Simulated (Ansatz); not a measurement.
SiH3O and related structures: several calculations on one system

## 1. Relaxation

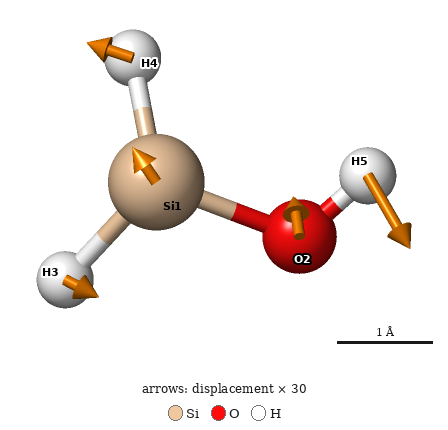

This is a relaxation of SiH3O (multiplicity 2). The starting structure is drawn; orange arrows show the displacements, 30 times their true length. The two geometries are superimposed by the best rigid fit.

Style: ball-and-stick. Shown face on.

It is one of the separated products of a reaction.

All numbers below come from Ansatz 0.2.0, UKS PBE0-D4/def2-TZVP.

Input
```yaml
crystal:
  periodic: [false, false, false]
  atoms:
    - {symbol: Si, position_ang: [1.043238, 0.767470, -1.087278]}
    - {symbol: O, position_ang: [-0.559879, 1.051848, -0.854392]}
    - {symbol: H, position_ang: [1.383705, 1.319345, -2.427068]}
    - {symbol: H, position_ang: [1.350299, -0.700435, -1.043635]}
    - {symbol: H, position_ang: [-0.954756, 0.597551, -0.095610]}
basis:
  gaussian: {orbitals: def2-TZVP}
magnetization: {spin_polarized: true, initial_magnetization: 1}
hamiltonian: {xc: pbe0, dispersion: d4}
relax: {f_tol: 0.005, max_steps: 200}
```

Question: What did the optimiser do to the structure, and how much energy did it gain?

Answer: The largest move after the best rigid fit is that of H5, 0.032 Å. Largest moves by element: H 0.032 Å, O 0.018 Å, Si 0.015 Å. Some distances before and after: O2–H5 0.969 → 0.958 Å, Si1–O2 1.645 → 1.652 Å. Among the angles between lasting bonds that change: Si1–O2–H5 115.3° → 117.3°. The energy falls by 0.13 kcal/mol in 6 geometry steps. The largest force component goes from 0.43 to 0.0024 eV/Å. The run took roughly 11 core-seconds on a shared host.

## 2. Relaxation

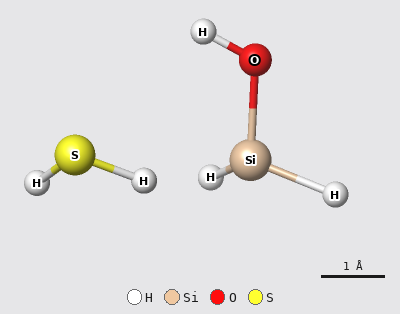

This is the input geometry for a relaxation of SiH5SO (multiplicity 2) (started from a transition state, displaced along its imaginary mode). The picture is a ball-and-stick view, seen at a tilt.

Method: UKS PBE0-D4/def2-TZVP in Ansatz 0.2.0.

The input:
```yaml
crystal:
  periodic: [false, false, false]
  atoms:
    - {symbol: H, position_ang: [0.076154, -0.102365, 1.313423]}
    - {symbol: Si, position_ang: [0.724738, 0.444014, -0.709892]}
    - {symbol: O, position_ang: [-0.754335, 1.037326, -1.130580]}
    - {symbol: S, position_ang: [-0.812188, -0.627846, 2.009553]}
    - {symbol: H, position_ang: [1.742126, 1.447727, -1.095870]}
    - {symbol: H, position_ang: [0.981399, -0.915846, -1.273977]}
    - {symbol: H, position_ang: [-1.522976, 0.583882, -0.773524]}
    - {symbol: H, position_ang: [-0.435018, -1.866889, 1.660866]}
basis:
  gaussian: {orbitals: def2-TZVP}
magnetization: {spin_polarized: true, initial_magnetization: 1}
hamiltonian: {xc: pbe0, dispersion: d4}
relax: {f_tol: 0.005, max_steps: 200}
```

Q: Where does the relaxation end?

A: After 21 accepted moves (24 points after the start) the energy has fallen by 39.1 kJ/mol. The largest force component goes from 3.1 to 0.001 eV/Å. The line search rejected the trial steps at points 9, 12, 13 of the run. The largest move after the best rigid fit is that of H5, 1.37 Å. Largest moves by element: H 1.37 Å, S 0.64 Å, Si 0.59 Å, O 0.29 Å. Some distances before and after: H1–Si2 2.194 → 3.963 Å, Si2–S4 3.302 → 4.075 Å, H1–S4 1.245 → 1.343 Å, Si2–H5 1.480 → 1.488 Å. Bond angles that change, for instance: H5–Si2–H6 113.6° → 110.0°. Groups turn about Si2–O3 by about 20°.

The structure at the end:

```xyz
8

H    -0.3455   -0.3175    2.4695
Si    1.0448    0.7820   -1.0754
O    -0.5754    1.0039   -0.9005
S    -1.3682   -0.8445    1.7776
H     1.4050    1.3119   -2.4188
H     1.4113   -0.6698   -0.9811
H    -0.9753    0.5536   -0.1420
H    -0.5969   -1.8195    1.2706
```

The end point in the same view:

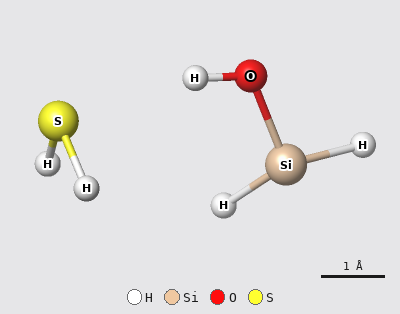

## 3. Reaction

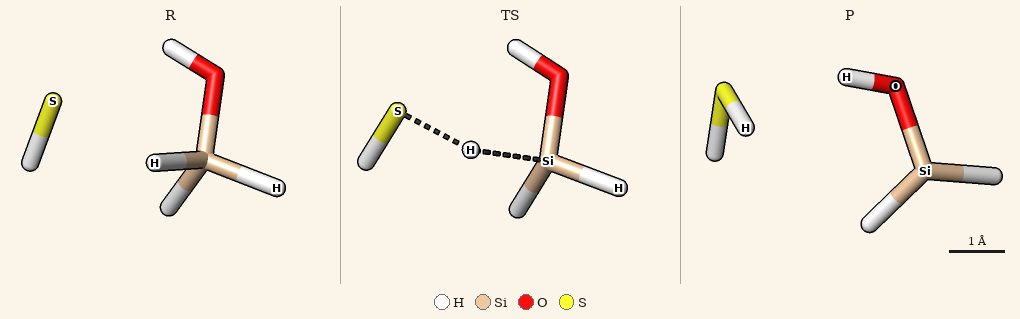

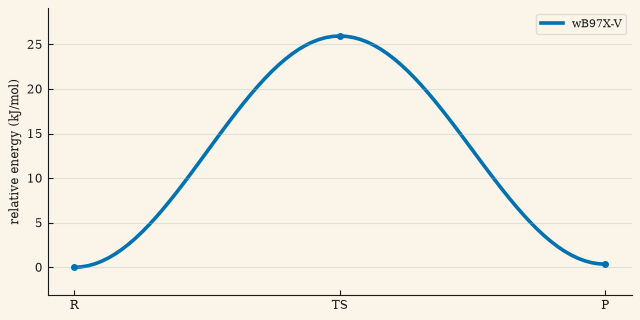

A reaction step of SiH5SO (multiplicity 2), with its energy diagram. The picture is a stick view, seen at a tilt. Dashed sticks mark bonds that form or break.

Stationary points at PBE0-D4/def2-TZVP, single-point energies with wB97X-V (def2-TZVPP where no basis is named; Ansatz 0.2.0). The energies are electronic, without zero-point or thermal terms, and both ends are the minima reached downhill from the saddle, with any fragments still in contact.

Question: Describe the step and its energetics.

Answer: Counted by bonded pieces, R holds SH + SiH₄O and P holds H₂S + SiH₃O. From R over the saddle to P, a bond forms: H–S (2.19 → 1.53 → 1.34 Å). A bond breaks: H–Si (1.52 → 1.81 → 3.96 Å). The saddle has one imaginary mode, 595i cm⁻¹. With wB97X-V the barrier is 25.9 kJ/mol from R and 25.6 kJ/mol from P, and P lies 0.4 kJ/mol above R.
